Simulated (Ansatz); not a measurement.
Process, species as SMILES: [GeH2] (GeH2) (closed-shell singlet) → Ge atom + 2 H atom
B3LYP-D3(BJ)/def2-TZVP geometries, fixed; electronic energies without zero-point terms.
Largest species:
```
Ge
H 1 1.5993
H 1 1.5993 2 90.65
```
Charge 0, spin multiplicity 1.

Basis-set convergence of the atomisation energy at CCSD(T) with Ansatz (an electronic-structure program). Cartesian d functions, on some or all atoms, in 3-21G; all else is spherical. Cores are frozen (with 3d on Ga to Br). A restricted Hartree-Fock determinant is unstable towards unrestricted orbitals. Open shells are unrestricted. No added dispersion term, no relativity. Functions are those of the species that has most. Reference: Hartree-Fock in aug-cc-pVQZ plus the correlation part extrapolated as X^-3 from aug-cc-pVTZ and aug-cc-pVQZ, 141.48 kcal/mol, itself unsure by roughly 0.42 kcal/mol (a third of the extrapolation step and of the last Hartree-Fock step). Deviations are taken from unrounded values. Cost is core time over that of cc-pVQZ, rough, on shared machines of one kind; a dash marks a row that isn't timed (too short, read off another run, short of memory, by another algorithm or on other hardware).

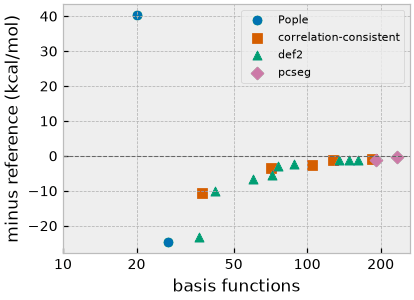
Deviation from the reference against the number of basis functions, by family of sets.

| basis | functions | atomisation energy (kcal/mol) | minus reference (kcal/mol) | cost |
|---|---|---|---|---|
| STO-3G | 20 | 181.71 | 40.23 | - |
| 3-21G | 27 | 116.87 | -24.62 | - |
| def2-SV(P) | 36 | 118.30 | -23.19 | - |
| cc-pVDZ | 37 | 130.82 | -10.66 | - |
| def2-SVP | 42 | 131.37 | -10.11 | - |
| def2-TZVP | 60 | 134.93 | -6.55 | - |
| cc-pVTZ | 71 | 137.99 | -3.50 | - |
| def2-TZVPD | 72 | 135.94 | -5.54 | - |
| def2-TZVPP | 76 | 138.59 | -2.90 | - |
| def2-TZVPPD | 88 | 139.04 | -2.44 | - |
| aug-cc-pVTZ | 105 | 138.93 | -2.55 | - |
| cc-pVQZ | 128 | 140.20 | -1.29 | 1× |
| def2-QZVP | 135 | 140.22 | -1.26 | 1× |
| def2-QZVPP | 149 | 140.32 | -1.16 | 1× |
| def2-QZVPPD | 161 | 140.39 | -1.10 | 2× |
| aug-cc-pVQZ | 185 | 140.55 | -0.94 | 3× |
| aug-pcseg-3 | 191 | 140.22 | -1.26 | 4× |
| pcseg-4 | 233 | 141.13 | -0.35 | 4× |
